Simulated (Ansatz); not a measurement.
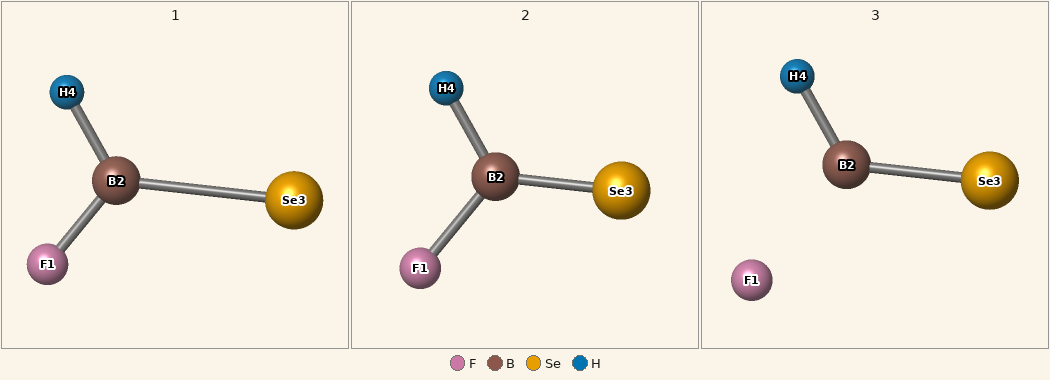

BFHSe, SMILES FB[Se-], charge −1. 
- First axis: bond length F1–B2. Second axis: bond length B2–Se3.
- Nothing is relaxed (all other coordinates rigid).
- The scan uses a 7 × 7 grid.
- Energies: kJ/mol, counted from the relaxed molecule at the same level.
- The reference is spin-restricted, which grows unreliable where a bond is stretched far.
- Level of theory: RKS wB97X-V/def2-SVPD (Ansatz 0.2.0).

The numbered pictures are structures from this grid.

**Which is the most stable, and how do the others follow?**

1, at bond length F1–B2 = 1.317 Å, bond length B2–Se3 = 2.179 Å: 69 kJ/mol; 3, at bond length F1–B2 = 1.816 Å, bond length B2–Se3 = 1.754 Å: 125 kJ/mol; 2, at bond length F1–B2 = 1.442 Å, bond length B2–Se3 = 1.541 Å: 218 kJ/mol.

The map, with the structures marked:

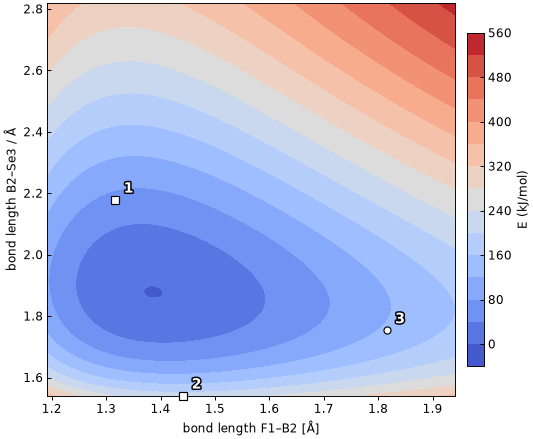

In the figure: filled contours. Between grid points the surface is interpolated.
